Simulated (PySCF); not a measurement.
Vertical excitations of a molecule C3H5FOSi from TDA-PBE/def2-SVPD in PySCF, as energy in eV (oscillator strength): 4.87 (0.000), 5.86 (0.001), 6.08 (0.000), 6.23 (0.314), 6.70 (0.009), 6.83 (0.001), 6.95 (0.006), 7.02 (0.002), 7.05 (0.000), 7.15 (0.003). Lowest triplet (TDA): 3.85 eV. Geometry optimised at B3LYP-D3(BJ)/def2-SVP. One conformer was computed; it need not be the lowest.

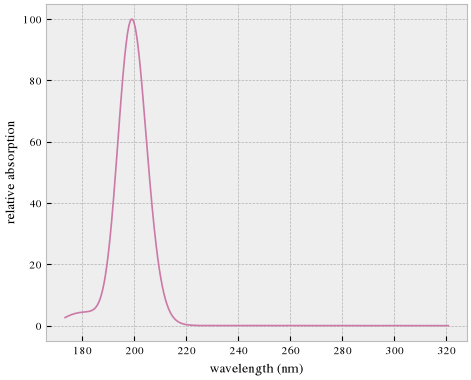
Figure. The lines broadened by 0.4 eV.

### Question
Identify the compound among the candidates.
(A) F/C=C1\C[SiH2]O1
(B) F[SiH2]C1=COC1
(C) FC1=C[C@H]([SiH3])O1
(D) CC1=CO[Si@@H]1F

### Answer
B, F[SiH2]C1=COC1
